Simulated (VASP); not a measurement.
**What spin-orbit coupling changes in SnPt**

What does spin-orbit coupling change in SnPt, and what does it cost? All runs use PBEsol. Left out of this account: 1 further run (fields: a reference on another mesh). The start is a cell from a database of measured crystal structures.

Method: PBEsol; plane waves and PAW (Sn_d, Pt), in the first sound run; inputs show where later runs differ, in VASP 6.6.1.

### Step 1. The structure

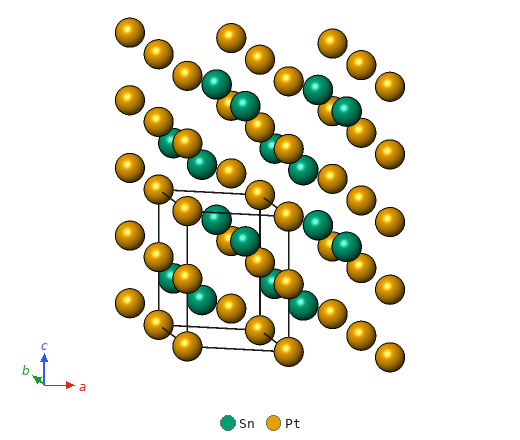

The starting structure, seen slightly off an axis (tin teal, platinum orange). 2×2×2 cells are drawn. Some periodic images of atoms are drawn too.

Coordinates:

```
Sn Pt
1.0
     4.10140    0.00000    0.00000
    -2.05070    3.55192    0.00000
     0.00000    0.00000    5.44050
Sn Pt
2 2
Direct
  0.33333 0.66667 0.25000
  0.66667 0.33333 0.75000
  0.00000 0.00000 0.00000
  0.00000 0.00000 0.50000
```

### Step 2. Bands along the symmetry lines (PBEsol)

The mesh alone shows little of the dispersion and can miss band extrema, so KPOINTS_OPT adds a path through the symmetry points after the self-consistent cycle. PBEsol restores the gradient expansion of exchange and is tuned for the cells of solids.

Input file INCAR:

```
SYSTEM = SnPt
PREC = Accurate
ENCUT = 400
EDIFF = 1E-06
NELM = 100
ISMEAR = -1
SIGMA = 0.05
LREAL = .FALSE.
ALGO = Normal
GGA = PS
NBANDS = 38
LASPH = .TRUE.
LORBIT = 11
LWAVE = .FALSE.
LCHARG = .FALSE.
KPAR = 4
```

Input file POSCAR:

```
SnPt
1.0
    4.1014000000      0.0000000000      0.0000000000
   -2.0507000000      3.5519165911      0.0000000000
    0.0000000000      0.0000000000      5.4405000000
Sn Pt
2 2
Direct
    0.3333333333      0.6666666667      0.2500000000
    0.6666666667      0.3333333333      0.7500000000
    0.0000000000      0.0000000000      0.0000000000
    0.0000000000      0.0000000000      0.5000000000
```

Input file KPOINTS:

```
Automatic mesh
0
Gamma
7 7 5
0 0 0
```

Input file KPOINTS_OPT:

```
Line mode
16
Line-mode
Reciprocal
  0.00000000   0.00000000   0.00000000 GAMMA
  0.50000000   0.00000000   0.00000000 M

  0.50000000   0.00000000   0.00000000 M
  0.33333333   0.33333333   0.00000000 K

  0.33333333   0.33333333   0.00000000 K
  0.00000000   0.00000000   0.00000000 GAMMA

  0.00000000   0.00000000   0.00000000 GAMMA
  0.00000000   0.00000000   0.50000000 A

  0.00000000   0.00000000   0.50000000 A
  0.50000000   0.00000000   0.50000000 L

  0.50000000   0.00000000   0.50000000 L
  0.33333333   0.33333333   0.50000000 H

  0.33333333   0.33333333   0.50000000 H
  0.00000000   0.00000000   0.50000000 A

  0.50000000   0.00000000   0.50000000 L
  0.50000000   0.00000000   0.00000000 M

  0.33333333   0.33333333   0.00000000 K
  0.33333333   0.33333333   0.50000000 H
```

The projector-augmented-wave data sets are Sn_d and Pt (PBE family, release 64).

Launch:

```bash
$ mpirun -np 4 vasp_std
```

Output:

```text
[banner, memory and clock lines left out]
running    4 mpi-ranks, on    1 nodes
 distrk:  each k-point on    1 cores,    4 groups
 distr:  one band on    1 cores,    1 groups

 POSCAR found type information on POSCAR SnPt
 POSCAR found :  2 types and       4 ions
|                                                                             |
|               ----> ADVICE to this user running VASP <----                  |
|                                                                             |
|     You enforced a specific xc type in the INCAR file but a different       |
|     [... a line on the potential file left out ...]
|     I HOPE YOU KNOW WHAT YOU ARE DOING!                                     |
|                                                                             |

 LDA part: xc-table for (Slater+PW92), standard interpolation
 POSCAR, INCAR and KPOINTS ok, starting setup
 FFT: planning ... GRIDC
 FFT: planning ... GRID_SOFT
 FFT: planning ... GRID
 WAVECAR not read
 entering main loop
       N       E                     dE             d eps       ncg     rms          rms(c)
DAV:   1     0.434420761958E+03    0.43442E+03   -0.18371E+04  2068   0.161E+03
DAV:   2     0.311883141441E+02   -0.40323E+03   -0.37363E+03  1856   0.460E+02
DAV:   3    -0.235520175231E+02   -0.54740E+02   -0.53182E+02  2018   0.135E+02
DAV:   4    -0.255578469753E+02   -0.20058E+01   -0.20021E+01  2160   0.279E+01
DAV:   5    -0.256169329755E+02   -0.59086E-01   -0.59082E-01  2342   0.485E+00    0.128E+01
DAV:   6    -0.249175063855E+02    0.69943E+00   -0.17314E+00  2064   0.831E+00    0.558E+00
DAV:   7    -0.248002848888E+02    0.11722E+00   -0.14953E-01  2494   0.430E+00    0.304E+00
DAV:   8    -0.247691468601E+02    0.31138E-01   -0.55989E-02  2370   0.159E+00    0.334E-01
DAV:   9    -0.247681500445E+02    0.99682E-03   -0.39187E-03  2484   0.654E-01    0.141E-01
DAV:  10    -0.247680839152E+02    0.66129E-04   -0.57234E-04  2500   0.212E-01    0.376E-02
DAV:  11    -0.247680842494E+02   -0.33411E-06   -0.31491E-05  2190   0.512E-02    0.951E-03
DAV:  12    -0.247680854401E+02   -0.11908E-05   -0.21842E-06  1822   0.122E-02    0.277E-03
DAV:  13    -0.247680853215E+02    0.11865E-06   -0.48988E-07  1244   0.569E-03
   1 F= -.24768085E+02 E0= -.24760231E+02  d E =-.157091E-01
 Start KPOINTS_OPT (optional k-point list driver)
k-point batch [1-24\144]
       N       E                     dE             ncg
DAV:   1     0.938318664128E+04   -0.10130E+05     2136
DAV:   2    -0.401576707965E+03   -0.97848E+04     1840
DAV:   3    -0.174651823021E+04   -0.13449E+04     1988
DAV:   4    -0.179769895516E+04   -0.51181E+02     2152
DAV:   5    -0.179928598542E+04   -0.15870E+01     2358
DAV:   6    -0.179932796271E+04   -0.41977E-01     2352
DAV:   7    -0.179933006400E+04   -0.21013E-02     2564
DAV:   8    -0.179933007461E+04   -0.10604E-04     1904
DAV:   9    -0.179933007493E+04   -0.31934E-06     1264
[...]
k-point batch [121-144\144]
       N       E                     dE             ncg
DAV:   1     0.913242251875E+04   -0.23522E+05     2084
DAV:   2    -0.517450796514E+03   -0.96499E+04     1824
DAV:   3    -0.183317075021E+04   -0.13157E+04     2046
DAV:   4    -0.188221665903E+04   -0.49046E+02     2084
DAV:   5    -0.188369826774E+04   -0.14816E+01     2340
DAV:   6    -0.188374569858E+04   -0.47431E-01     2268
DAV:   7    -0.188374794992E+04   -0.22513E-02     2524
DAV:   8    -0.188374796556E+04   -0.15636E-04     1956
DAV:   9    -0.188374796622E+04   -0.66412E-06     1194
```

It took 47 s on 4 MPI ranks of Intel Xeon Platinum 8259CL at 2.50GHz (Skylake/Cascade Lake), shared host; peak memory 0.85 GiB; 3 min of CPU time.

Lines that name or quote the potential files are left out of all logs, and their timing lines are given in words.

Parts of OUTCAR (step 2):

```text
ion  position               nearest neighbor table
   1  0.333  0.667  0.250-   3 2.73   4 2.73   3 2.73   4 2.73   3 2.73   4 2.73   2 3.61   2 3.61
                             2 3.61   2 3.61   2 3.61   2 3.61
   2  0.667  0.333  0.750-   3 2.73   4 2.73   3 2.73   4 2.73   3 2.73   4 2.73   1 3.61   1 3.61
                             1 3.61   1 3.61   1 3.61   1 3.61
   3  0.000  0.000  0.000-   4 2.72   4 2.72   1 2.73   2 2.73   2 2.73   1 2.73   2 2.73   1 2.73

  LATTYP: Found a hexagonal cell.
 ALAT       =     4.1014000000
 C/A-ratio  =     1.3264982689

 Subroutine GETGRP returns: Found 24 space group operations
 (whereof 12 operations were pure point group operations)

The static configuration has the point symmetry D_3d.
 The point group associated with its full space group is D_6h.

 Found     24 irreducible k-points:

   k-points           NKPTS =     24   k-points in BZ     NKDIM =     24   number of bands    NBANDS=     38

   dimension x,y,z NGX =    28 NGY =   28 NGZ =   36
   dimension x,y,z NGXF=    56 NGYF=   56 NGZF=   72

   ENCUT  =  400.0 eV  29.40 Ry    5.42 a.u.   6.69  6.69  8.87*2*pi/ulx,y,z

   NELECT =      48.0000    total number of electrons

 k-points in reciprocal lattice and weights: Automatic mesh
   0.00000000  0.00000000  0.00000000       0.004
   0.14285714  0.00000000  0.00000000       0.024
   0.28571429  0.00000000  0.00000000       0.024
   0.42857143  0.00000000  0.00000000       0.024
   0.14285714  0.14285714  0.00000000       0.024
   0.28571429  0.14285714  0.00000000       0.049
   0.42857143  0.14285714  0.00000000       0.024
   0.28571429  0.28571429  0.00000000       0.024
   0.00000000  0.00000000  0.20000000       0.008
[...]
0.42857143  0.14285714  0.40000000       0.049
   0.28571429  0.28571429  0.40000000       0.049

 average (electrostatic) potential at core
       1 -96.9887       2 -96.9887       3 -64.3042       4 -64.3042

 E-fermi :   9.8020

 k-point     1 :       0.0000    0.0000    0.0000
  band No.  band energies     occupation
    ...
     18       5.6072      2.00000
     19       6.5492      2.00000
     20       6.5492      2.00000
     21       7.8582      2.00000
     22       7.8582      2.00000
     23      11.0476      0.00000
     24      11.5895      0.00000
     25      11.5895      0.00000
     26      13.5953      0.00000
     27      14.6373      0.00000
    ...

 k-point     2 :       0.1429    0.0000    0.0000
  band No.  band energies     occupation
    ...
     18       5.6186      2.00000
     19       6.3792      2.00000
     20       6.6213      2.00000
     21       7.8231      2.00000
     22       7.8620      2.00000
     23       9.9148      0.18987
     24      10.9045      0.00000
     25      10.9510      0.00000
     26      13.0893      0.00000
     27      14.6343      0.00000
    ...

 k-point     3 :       0.2857    0.0000    0.0000
  band No.  band energies     occupation
    ...
     20       6.7911      2.00000
     21       7.7563      2.00000
     22       7.8081      2.00000
     23       7.8727      2.00000
     24       9.6543      1.90098
     25      10.2481      0.00027
     26      12.0856      0.00000
     27      13.4205      0.00000
     28      14.8455      0.00000
     29      15.7242      0.00000
    ...

  Total        0.6588714      0.6588714      0.5583903      0.0000000      0.0000000     -0.0000000
  in kB       13.3191823     13.3191823     11.2879423      0.0000000      0.0000000     -0.0000000
  external PRESSURE =      12.6421023 kB  Pullay stress =       0.0000000 kB

  energy-cutoff  :      400.00
  volume of cell :       79.26
      direct lattice vectors                 reciprocal lattice vectors
     4.101400000  0.000000000  0.000000000     0.243819184  0.140769071  0.000000000
    -2.050700000  3.551916591  0.000000000     0.000000000  0.281538143  0.000000000
     0.000000000  0.000000000  5.440500000     0.000000000  0.000000000  0.183806635

 POSITION                                       TOTAL-FORCE (eV/Angst)
 -----------------------------------------------------------------------------------
     -0.00000      2.36794      1.36013        -0.000000      0.000000      0.000000
      2.05070      1.18397      4.08038         0.000000     -0.000000      0.000000
      0.00000      0.00000      0.00000         0.000000     -0.000000      0.000000
      0.00000      0.00000      2.72025         0.000000     -0.000000      0.000000
 -----------------------------------------------------------------------------------
    total drift:                               -0.000000      0.000000     -0.000000

  FREE ENERGIE OF THE ION-ELECTRON SYSTEM (eV)
  ---------------------------------------------------
  free  energy   TOTEN  =       -24.7680853215 eV

  energy  without entropy=      -24.7523762154  energy(sigma->0) =      -24.76023077

 total charge
# of ion       s       p       d       tot
------------------------------------------
    1        1.114   1.139  10.068  12.321
    2        1.114   1.139  10.068  12.321
    3        0.692   0.597   8.183   9.472
    4        0.692   0.597   8.183   9.472
--------------------------------------------------
tot          3.613   3.472  36.502  43.586

[... 3 further parts left out ...]
```

The k-mesh is coarse for a metal. Spin-orbit coupling is off here; with elements this heavy it splits and shifts levels by tenths of an eV or more. The PAW data sets were made with PBE, which is usual practice but a small mismatch for other functionals.

This step gave:

```
electronic steps        : 13
electrons               : 48
bands                   : 38
irreducible k points    : 24
symmetry operations     : 24
free energy (TOTEN)     : -24.77 eV
energy at zero smearing : -24.76 eV
Fermi energy            : 9.802 eV
pressure                : 1.264 GPa
metallic                : yes
```

Electronic bands along the path, in eV, zero at the Fermi level; # counts the bands kept, so #1 is VASP's band 11:

| point | #11 | #12 | #13 | #14 | #15 | #16 | #17 | #18 |
| --- | --- | --- | --- | --- | --- | --- | --- | --- |
| Γ | -1.94 | -1.94 | 1.25 | 1.79 | 1.79 | 3.79 | 4.84 | 5.35 |
| M | -2.10 | -2.02 | -1.91 | -1.83 | -1.49 | 1.09 | 2.68 | 5.20 |
| K | -2.39 | -2.01 | -2.01 | -0.98 | 0.59 | 0.59 | 2.44 | 2.44 |
| Γ | -1.94 | -1.94 | 1.25 | 1.79 | 1.79 | 3.79 | 4.84 | 5.35 |
| A | -3.40 | -3.40 | 1.03 | 1.03 | 4.12 | 4.12 | 4.12 | 4.12 |
| L | -2.98 | -2.98 | -2.60 | -2.60 | 1.67 | 1.67 | 3.48 | 3.48 |
| H | -3.27 | -3.27 | -1.44 | -1.44 | -1.08 | -1.08 | 6.37 | 6.37 |
| A | -3.40 | -3.40 | 1.03 | 1.03 | 4.12 | 4.12 | 4.12 | 4.12 |
| jump to L | -2.98 | -2.98 | -2.60 | -2.60 | 1.67 | 1.67 | 3.48 | 3.48 |
| M | -2.10 | -2.02 | -1.91 | -1.83 | -1.49 | 1.09 | 2.68 | 5.20 |
| jump to K | -2.39 | -2.01 | -2.01 | -0.98 | 0.59 | 0.59 | 2.44 | 2.44 |
| H | -3.27 | -3.27 | -1.44 | -1.44 | -1.08 | -1.08 | 6.37 | 6.37 |

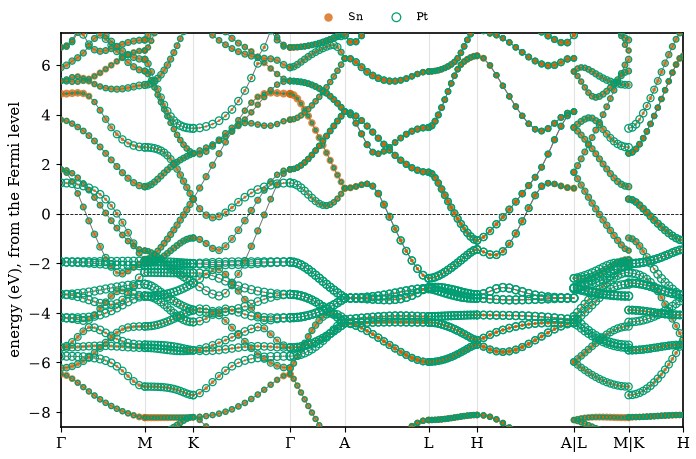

Electronic bands along the path; dots are coloured as in the legend, and their area grows with the weight.

There is no gap at this level.

(Part 1 of 4 ends here.)

[Lines on the potential files, build, host, timing and source positions are cut from VASP's logs without a mark.]

[Logs are printed without paths, hosts, clocks, repeated set-up lines and the standing remarks that a program may print on its own settings, such as how far it seeks lower states.]

[Hosts, paths, dates, database ids (printed as entryN), source tags and the programs' standing remarks are cut or masked in the printed files.]

[A measured line is paired with the nearest computed mode of its activity, which favours agreement.]

[In band tables of VASP the shares of atoms and orbitals are scaled to a sum of 1 inside the atoms' spheres.]
